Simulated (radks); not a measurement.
# Taking charge from the 4d level of La³⁺ in fractions

Aim: follow energy and eigenvalue as charge leaves the 4d level of La³⁺ bit by bit, and test Janak's theorem, Slater's transition state and the straight-line condition.

Method: scalar-relativistic Kohn-Sham, SCAN, spin-polarised, spherical densities, finite nucleus. Code: radks (a radial shooting solver on a logarithmic mesh, Libxc functionals) version 1.

## Step 1: Starting point

* element: lanthanum (Z = 57)
* charge: +3
* electrons: 54
* configuration: [Kr] 4d(up 5, down 5) 5s2 5p6
* nuclear rms radius: 4.855 fm

A shell typed twice in an input gives spin up, then spin down.

## Step 2: Start: [Kr] 4d(up 5, down 5) 5s2 5p6

Settings of this run:

```text
Z 57
configuration [Kr] 4d5 4d5 5s2 5p6
relativity scalar-relativistic
functional scan,scan
spin polarised
nucleus finite rms 4.855 fm
c 137.035999084
```

## Step 3: 0.1 electron removed from 4d

Settings of this run:

```text
Z 57
configuration [Kr] 4d5 4d4.9 5s2 5p6
relativity scalar-relativistic
functional scan,scan
spin polarised
nucleus finite rms 4.855 fm
c 137.035999084
```

## Step 4: 0.2 electron removed from 4d

Settings of this run:

```text
Z 57
configuration [Kr] 4d5 4d4.8 5s2 5p6
relativity scalar-relativistic
functional scan,scan
spin polarised
nucleus finite rms 4.855 fm
c 137.035999084
```

## Step 5: 0.3 electron removed from 4d

Settings of this run:

```text
Z 57
configuration [Kr] 4d5 4d4.7 5s2 5p6
relativity scalar-relativistic
functional scan,scan
spin polarised
nucleus finite rms 4.855 fm
c 137.035999084
```

## Step 6: 0.4 electron removed from 4d

Settings of this run:

```text
Z 57
configuration [Kr] 4d5 4d4.6 5s2 5p6
relativity scalar-relativistic
functional scan,scan
spin polarised
nucleus finite rms 4.855 fm
c 137.035999084
```

## Step 7: 0.5 electron removed from 4d

Settings of this run:

```text
Z 57
configuration [Kr] 4d5 4d4.5 5s2 5p6
relativity scalar-relativistic
functional scan,scan
spin polarised
nucleus finite rms 4.855 fm
c 137.035999084
```

## Step 8: 0.6 electron removed from 4d

Settings of this run:

```text
Z 57
configuration [Kr] 4d5 4d4.4 5s2 5p6
relativity scalar-relativistic
functional scan,scan
spin polarised
nucleus finite rms 4.855 fm
c 137.035999084
```

## Step 9: 0.7 electron removed from 4d

Settings of this run:

```text
Z 57
configuration [Kr] 4d5 4d4.3 5s2 5p6
relativity scalar-relativistic
functional scan,scan
spin polarised
nucleus finite rms 4.855 fm
c 137.035999084
```

## Step 10: 0.8 electron removed from 4d

Settings of this run:

```text
Z 57
configuration [Kr] 4d5 4d4.2 5s2 5p6
relativity scalar-relativistic
functional scan,scan
spin polarised
nucleus finite rms 4.855 fm
c 137.035999084
```

## Step 11: 0.9 electron removed from 4d

Settings of this run:

```text
Z 57
configuration [Kr] 4d5 4d4.1 5s2 5p6
relativity scalar-relativistic
functional scan,scan
spin polarised
nucleus finite rms 4.855 fm
c 137.035999084
```

## Step 12: 1 electron removed from 4d

Settings of this run:

```text
Z 57
configuration [Kr] 4d5 4d4 5s2 5p6
relativity scalar-relativistic
functional scan,scan
spin polarised
nucleus finite rms 4.855 fm
c 137.035999084
```

**Question.** What will these runs give? Wanted: for each run, removed; E − E(0); eigenvalue; E minus straight line.

As calculated:

```tsv
removed (e)	E − E(0) (eV)	eigenvalue (eV)	E minus straight line (eV)
0	0.000	-128.71	0.000
0.1	12.963	-130.85	-0.985
0.2	26.154	-133.00	-1.743
0.3	39.554	-135.16	-2.292
0.4	53.167	-137.33	-2.627
0.5	66.996	-139.51	-2.747
0.6	81.061	-141.70	-2.631
0.7	95.328	-143.90	-2.312
0.8	109.83	-146.12	-1.755
0.9	124.55	-148.34	-0.986
1	139.49	-150.57	0.000
```

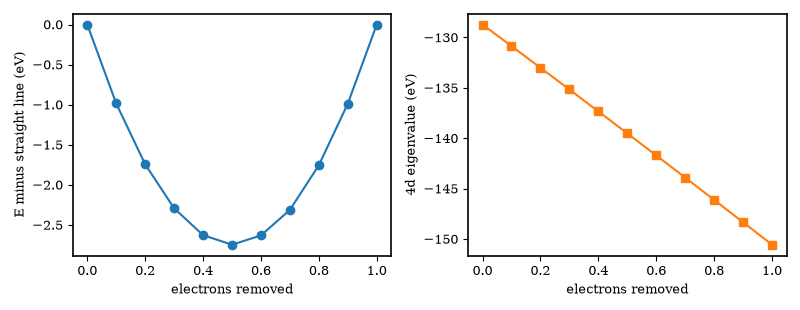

Left: the energy against the straight line between the ends. Right: the eigenvalue of the level emptied.

**Reading.** Removing the whole electron costs 139.49 eV, against 128.71 eV from minus the starting eigenvalue. Slater's transition state, half an electron removed, gives 139.51 eV. The trapezoid integral of minus the eigenvalue gives 139.56 eV over the range, against 139.49 eV from the energies (Janak's theorem; approximate here, since the scalar-relativistic density holds large components alone). The eigenvalue moves by 21.9 eV per electron. E bends below the straight line by 2.75 eV at 0.5 electron removed.
